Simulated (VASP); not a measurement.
Band structure of InP (zinc blende). All values below come from PBE GGA, VASP's PBE PAW potentials (set 64) (plane waves; VASP).

Unless said otherwise, spin-orbit coupling is left out, though it shifts the bands of the heavy elements here.

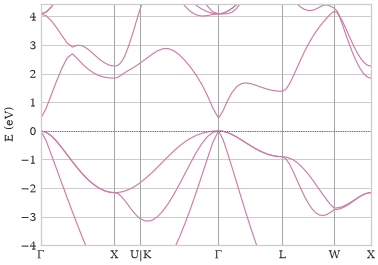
Bands along high-symmetry lines, zero at the valence-band maximum or, without a gap, the Fermi level

Question: Read the plot: is there a gap, and where are the band edges?

Answer: The gap is direct, 0.44 eV, from the valence maximum at Γ to the conduction minimum at Γ. (Edges off the drawn lines would not show.)

Measured: gap 1.47 eV (computed value off by -1.03 eV), as given by Wei Chen et al., Physical Review Materials (2018), doi:10.1103/physrevmaterials.2.073803 [zero-point renormalisation of 0.05 eV added back (the table's ZPR column)].

The compound is InP in the zinc blende structure. It was relaxed first.
